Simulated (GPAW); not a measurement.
**Magnetic state of Co2 Os6 Co2 0001 from several starts**

Wanted: the moments of Co2 Os6 Co2 0001 and the energy of each order that was tried.

Program: GPAW 26.7.0. Level of theory: PBE; plane waves with GPAW's PAW setups, scalar-relativistic. Results are calculated unless marked as measured.

## 1. Starting point

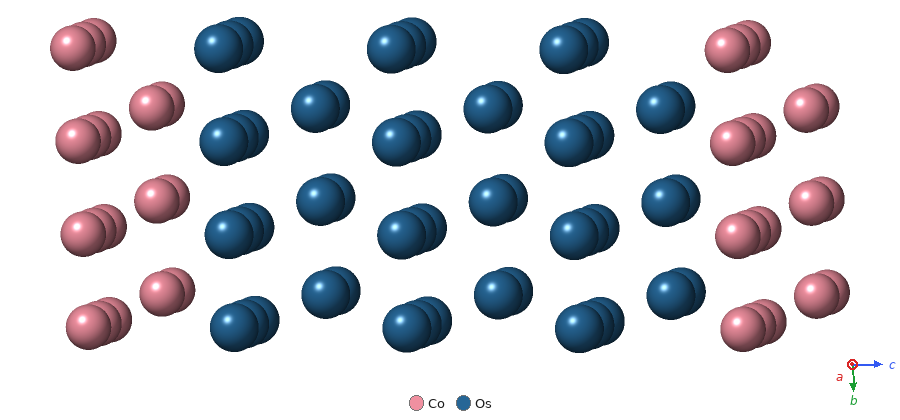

Start, viewed from the side, with the c axis across the page; cobalt pink, osmium blue. 2×3×1 cells are drawn. Some periodic images of atoms are drawn too.

The cell holds 10 atoms: 4 Co and 6 Os. Its edges and angles: a = 2.734 Å, b = 2.734 Å, c = 30.121 Å, α = 90.0°, β = 90.0°, γ = 120.0°. ideal sites on the substrate's mesh, layer spacings from atomic volumes, unrelaxed, 12 A of vacuum. Vacuum lies along c.

## 2. Run 1 (ferro ++++)

Parallel moments need no larger cell; this start tests for a ferromagnetic state only.

File order1.py:

```python
import json
import numpy as np
from ase import Atoms
from ase.parallel import paropen, parprint
from gpaw import GPAW

atoms = Atoms(['Co', 'Co', 'Os', 'Os', 'Os', 'Os', 'Os', 'Os', 'Co', 'Co'],
    cell=[[2.734, 0.0, 0.0],
         [-1.367, 2.367713, 0.0],
         [0.0, 0.0, 30.120508]],
    scaled_positions=[[0.0, 0.0, 0.1992],
         [0.333333, 0.666667, 0.256129],
         [0.0, 0.0, 0.320494],
         [0.333333, 0.666667, 0.392297],
         [0.0, 0.0, 0.464099],
         [0.333333, 0.666667, 0.535901],
         [0.0, 0.0, 0.607703],
         [0.333333, 0.666667, 0.679506],
         [0.0, 0.0, 0.743871],
         [0.333333, 0.666667, 0.8008]],
    pbc=True,
    magmoms=[1.8, 1.8, 0.0, 0.0, 0.0, 0.0, 0.0, 0.0, 1.8, 1.8])
atoms.calc = GPAW(mode={'name': 'pw', 'ecut': 450},
    xc='PBE',
    kpts={'size': (20, 20, 1), 'gamma': True},
    occupations={'name': 'fermi-dirac', 'width': 0.05},
    convergence={'density': 1e-05, 'energy': 1e-05},
    maxiter=200,
    mixer={'name': 'pulay', 'beta': 0.03, 'nmaxold': 8, 'weight': 100},
    symmetry={'tolerance': 1e-4},
    txt='order1.txt')
e = atoms.get_potential_energy(force_consistent=True)
res = {'free_energy': e, 'energy_sigma0': atoms.get_potential_energy(), 'fermi_energy': atoms.calc.get_fermi_level()}
res['moments'] = atoms.get_magnetic_moments().tolist()
res['total'] = atoms.get_magnetic_moment()
parprint('site moments (muB):', np.round(res['moments'], 3))
parprint(f"total moment: {res['total']:.3f} muB")
parprint(f'free energy: {e:.6f} eV')
atoms.calc.write('order1.gpw')
with paropen('results.json', 'w') as f:
    json.dump(res, f)
```

Started as:

```console
$ OMP_NUM_THREADS=1 mpirun -n 4 gpaw python order1.py > order1.log
```

Numbers of over 12 decimals in the logs are rounded to 6 here.

What it wrote:

```text
site moments (muB): [ 1.848  1.393 -0.033 -0.026  0.016  0.016 -0.026 -0.033  1.393  1.848]
total moment: 6.271 muB
free energy: -96.690953 eV

--- order1.txt ---
Input parameters:
  mode=PW(ecut=450),
  convergence={'density': 1e-05, 'energy': 1e-05},
  kpts=MonkhorstPack(size=(20, 20, 1), gamma=True),
  maxiter=200,
  mixer=Pulay(name='pulay', nmaxold=8, beta=0.03, weight=100, sigma=0.015, g_ss=None),
  occupations=Occupations(name='fermi-dirac', width=0.05),
  symmetry=Symmetry(tolerance=0.0001),
  xc=XC(name='PBE')

Diagonalizing LCAO Hamiltonian
Converting LCAO to pw mode

        Co

       Co

        Os

       Os

        Os

       Os

        Os

       Os

        Co

       Co

Atoms  # Å, Bohr magnetons
|   | symbol |         x |        y |         z |    initial magnetic moments |
|---|--------|-----------|----------|-----------|-----------------------------|
| 0 |     Co |  0.000000 | 0.000000 |  6.000005 | ( 0.0000,  0.0000,  1.8000) |
| 1 |     Co | -0.000001 | 1.578476 |  7.714736 | ( 0.0000,  0.0000,  1.8000) |
| 2 |     Os |  0.000000 | 0.000000 |  9.653442 | ( 0.0000,  0.0000,  0.0000) |
| 3 |     Os | -0.000001 | 1.578476 | 11.816185 | ( 0.0000,  0.0000,  0.0000) |
| 4 |     Os |  0.000000 | 0.000000 | 13.978898 | ( 0.0000,  0.0000,  0.0000) |
| 5 |     Os | -0.000001 | 1.578476 | 16.141610 | ( 0.0000,  0.0000,  0.0000) |
| 6 |     Os |  0.000000 | 0.000000 | 18.304323 | ( 0.0000,  0.0000,  0.0000) |
| 7 |     Os | -0.000001 | 1.578476 | 20.467066 | ( 0.0000,  0.0000,  0.0000) |
| 8 |     Co |  0.000000 | 0.000000 | 22.405772 | ( 0.0000,  0.0000,  1.8000) |
| 9 |     Co | -0.000001 | 1.578476 | 24.120503 | ( 0.0000,  0.0000,  1.8000) |

Unit cell  # Å
| periodic |         x |        y |         z |   lengths |     angles |
|----------|-----------|----------|-----------|-----------|------------|
|      yes |  2.734000 | 0.000000 |  0.000000 |  2.734000 |  90.000000 |
|      yes | -1.367000 | 2.367713 |  0.000000 |  2.734000 |  90.000000 |
|      yes |  0.000000 | 0.000000 | 30.120508 | 30.120508 | 120.000005 |

Number of symmetries: 6

BZ-sampling:
  Number of BZ points: 400
  Number of IBZ points: 44

  Monkhorst-Pack size: [20, 20, 1]
  Monkhorst-Pack shift: [0.025, 0.025, 0.0]

K-points  # in reciprocal-cell coordinates
|     |                                coordinates |     weight |
|-----|--------------------------------------------|------------|
|   0 | ( -0.00000000,  -0.00000000,   0.00000000) | 0.00250000 |
|   1 | (  0.05000000,  -0.00000000,   0.00000000) | 0.01500000 |
|   2 | (  0.10000000,  -0.05000000,   0.00000000) | 0.01500000 |
|   3 | (  0.10000000,  -0.00000000,   0.00000000) | 0.01500000 |
|   4 | (  0.15000000,  -0.05000000,   0.00000000) | 0.03000000 |
|   5 | (  0.15000000,  -0.00000000,   0.00000000) | 0.01500000 |
|   6 | (  0.20000000,  -0.10000000,   0.00000000) | 0.01500000 |
|   7 | (  0.20000000,  -0.05000000,   0.00000000) | 0.03000000 |
|   8 | (  0.20000000,  -0.00000000,   0.00000000) | 0.01500000 |
|   9 | (  0.25000000,  -0.10000000,   0.00000000) | 0.03000000 |
| ... |                                            |            |
|  43 | (  0.50000000,   0.50000000,   0.00000000) | 0.00750000 |

Plane wave coefficients: 4257
Cutoff: 450.000000 eV

Spin-components: 2 (collinear spins)
Bands:           81
Projectors:      60
Spin-degeneracy: 1
Datatype:        complex128

Parallelization:
  kpt:    4
  domain: 1
  band:   1

Density:
  Valence electrons: 120.0
  Components: 2
  Grid points: [ 14  14 150]
  Charge: 0.0  # |e|

Potential:
  Grid points: [ 14  14 150]

species:
  Co:
    name:    Cobalt
    Z:       27.0
    valence: 9
    core:    18
    charge:  0.0  # [|e|]
    compensation charges:
      type: gauss
      rc: 0.32  # [Å]
      lmax: 2
    cutoffs:
      filter: 1.87  # [Å]
      core: 2.55  # [Å]
    projectors
    | kind |    occ | energy [eV] | rcut [Å] |
    |------|--------|-------------|----------|
    |   4s |  2.000 |      -5.469 |    1.005 |
    |   4p |  0.000 |      -1.277 |    1.058 |
    |   3d |  7.000 |      -8.205 |    1.005 |
    |    s |        |      21.742 |    1.005 |
    |    p |        |      25.934 |    1.058 |
    |    d |        |      19.007 |    1.005 |

    Using partial waves for Co as LCAO basis

  Os:
    name:    Osmium
    Z:       76.0
    valence: 14
    core:    62
    charge:  0.0  # [|e|]
    compensation charges:
      type: gauss
      rc: 0.39  # [Å]
      lmax: 2
    cutoffs:
      filter: 2.36  # [Å]
      core: 2.55  # [Å]
    projectors
    | kind |    occ | energy [eV] | rcut [Å] |
    |------|--------|-------------|----------|
    |   6s |  2.000 |      -6.125 |    1.349 |
    |   5p |  6.000 |     -50.878 |    1.397 |
    |   6p |  0.000 |      -1.276 |    1.397 |
    |   5d |  6.000 |      -6.274 |    1.244 |
    |    s |        |      21.086 |    1.349 |
    |    d |        |      20.938 |    1.244 |

    Using partial waves for Os as LCAO basis

Reference energy: -2965154.581854  # eV

eigensolver:
  PPCG
  Converge bands: occupied
  niter=2

density mixing:
  Pulay-Mixer
  Linear mixing parameters: 0.03
  Old densities: 8
  Fourier metric: weight=100, sigma=0.015

occupation numbers:
  Fermi-Dirac:
    width: 0.0500  # eV

poisson solver:
  ecut: 3600.000000  # eV

xc functional:
  name: PBE with 2 nearest neighbor stencil

convergence criteria:
- Maximum integral of absolute [dens]ity change: 1e-05 electrons / valence electron
- Maximum [total energy] change in last 3 cyles: 1e-05 eV / valence electron
- Maximum integral of absolute [eigenst]ate change: 4e-08 eV^2 / valence electron
maximum number of iterations: 200

SCF iterations
|iter     |      energy | eigst |  dens |  magmom |
|---------|-------------|-------|-------|---------|
|iter:   1|       0s | -112.409286 | +0.51 |       |  +7.2068|
|iter:   2|      15s | -234.494031 | +0.51 | -0.71 |  +7.0167|
|iter:   3|      29s |  -99.132360 | -0.24 | -0.44 |  +6.9973|
|iter:   4|      44s |  -98.458240 | -1.46 | -1.12 |  +6.9819|
|iter:   5|      59s |  -97.711494 | -1.82 | -1.16 |  +6.9122|
|iter:   6|      74s |  -97.773750 | -2.51 | -1.22 |  +6.8886|
|iter:   7|      89s |  -97.124907 | -1.90 | -1.19 |  +6.7933|
|iter:   8|     104s |  -96.784542 | -1.86 | -1.31 |  +6.6907|
|iter:   9|     119s |  -96.633025 | -2.35 | -1.44 |  +6.6487|
|iter:  10|     134s |  -96.535301 | -2.49 | -1.49 |  +6.6050|
[... 36 iterations left out ...]
|iter:  47|     674s |  -96.657461c| -7.42c| -4.46 |  +6.2707|
|iter:  48|     681s |  -96.657462c| -7.75c| -4.48 |  +6.2708|
|iter:  49|     688s |  -96.657462c| -7.95c| -4.56 |  +6.2710|
|iter:  50|     695s |  -96.657462c| -7.97c| -4.67 |  +6.2711|
|iter:  51|     702s |  -96.657461c| -8.07c| -4.74 |  +6.2711|
|iter:  52|     708s |  -96.657462c| -8.04c| -4.82 |  +6.2712|
|iter:  53|     715s |  -96.657461c| -8.23c| -4.84 |  +6.2712|
|iter:  54|     722s |  -96.657461c| -8.21c| -4.91 |  +6.2713|
|iter:  55|     729s |  -96.657461c| -8.40c| -4.96 |  +6.2713|
|iter:  56|     736s |  -96.657461c| -8.36c| -5.02c|  +6.2713|

Converged in 56 steps
Energy contributions relative to reference atoms: (reference = -2965154.581854)

Energy contributions:
  Kinetic:          59.217679
  Coulomb:         -57.959110
  Zero:             -0.270369
  External:          0.000000
  Xc:              -97.612170
  Entropy:          -0.066984
  Spinorbit:         0.000000
  ----------------------------
  Free energy:     -96.690953
  Extrapolated:    -96.657461

dipole moment: (-37.226021, -29.391105, -0.000053)  # |e|*Ang

Total magnetic moment: (0.000000, 0.000000, 6.271298)

Local magnetic moments
|        x |        y |         z |
|----------|----------|-----------|
| 0.000000 | 0.000000 |  1.847905 |  # Co   0
| 0.000000 | 0.000000 |  1.392603 |  # Co   1
| 0.000000 | 0.000000 | -0.033250 |  # Os   2
| 0.000000 | 0.000000 | -0.025592 |  # Os   3
| 0.000000 | 0.000000 |  0.016458 |  # Os   4
| 0.000000 | 0.000000 |  0.016457 |  # Os   5
| 0.000000 | 0.000000 | -0.025590 |  # Os   6
| 0.000000 | 0.000000 | -0.033248 |  # Os   7
| 0.000000 | 0.000000 |  1.392591 |  # Co   8
| 0.000000 | 0.000000 |  1.847906 |  # Co   9

Fermi level: 7.717
Eigenvalues  # (at kpt = [-0.000, -0.000, 0.000])
| band index |      eig [eV] | occ [0-1] |      eig [eV] | occ [0-1] |
|------------|---------------|-----------|---------------|-----------|
|          0 |       -38.944 |     1.000 |       -38.942 |     1.000 |
|        ... |               |           |               |           |
|         58 |         5.951 |     1.000 |         7.228 |     1.000 |
|         59 |         6.049 |     1.000 |         7.505 |     0.986 |
|         60 |         6.553 |     1.000 |         7.507 |     0.985 |
|         61 |         6.553 |     1.000 |         7.583 |     0.936 |
|         62 |         6.811 |     1.000 |         7.583 |     0.936 |
|         63 |         6.811 |     1.000 |         7.932 |     0.013 |
|         64 |         6.969 |     1.000 |         7.932 |     0.013 |
|         65 |         6.985 |     1.000 |         8.370 |     0.000 |
|         66 |         6.985 |     1.000 |         8.370 |     0.000 |
|         67 |         7.566 |     0.954 |         8.518 |     0.000 |
|         68 |         7.566 |     0.954 |         8.518 |     0.000 |
|         69 |         8.323 |     0.000 |         8.670 |     0.000 |
|         70 |         8.324 |     0.000 |         8.670 |     0.000 |
|         71 |         8.685 |     0.000 |         8.829 |     0.000 |
|         72 |         8.794 |     0.000 |         8.921 |     0.000 |
|         73 |         8.957 |     0.000 |         9.094 |     0.000 |
|        ... |               |           |               |           |
|         80 |        12.669 |     0.000 |        12.739 |     0.000 |

No gap
No difference between direct/indirect transitions
```

Wall time 13 min (4 MPI ranks of Arm Neoverse V1, shared host); peak memory 1.5 GiB; 51 min of CPU time.

Spin moment in the augmentation sphere by atom:

| atom | spin moment in the augmentation sphere (μB) |
| --- | --- |
| Co1 | 1.85 |
| Co2 | 1.39 |
| Os3 | -0.03 |
| Os4 | -0.03 |
| Os5 | 0.02 |
| Os6 | 0.02 |
| Os7 | -0.03 |
| Os8 | -0.03 |
| Co9 | 1.39 |
| Co10 | 1.85 |

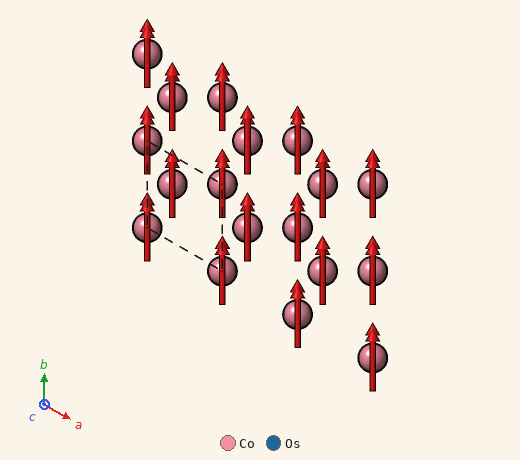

Spin moment in the augmentation sphere as arrows, the longest 1.85 μB. Up and down stand for the sign. Arrows give size and sign along the axis of quantisation, drawn up and down the page. 3×2×1 cells are drawn. Some periodic images of atoms are drawn too.

Numbers from this step:

* magnetization: 6.271 μB
* final state: ferromagnetic

After 56 cycles the largest moment stands at 1.85 μB.

[end of part 1 of 2]

[Logs and program files are shortened in this print: banners, set-up blocks, solver, clock and traceback lines can be left out without a mark of their own.]

[Logs are printed without paths, hosts, clocks, repeated set-up lines and the standing remarks that a program may print on its own settings, such as how far it seeks lower states.]

[Hosts, paths, dates, database ids (printed as entryN), source tags and the programs' standing remarks are cut or masked in the printed files.]

[Where a cell is said to come from a database of computed structures, the database is the Materials Project.]
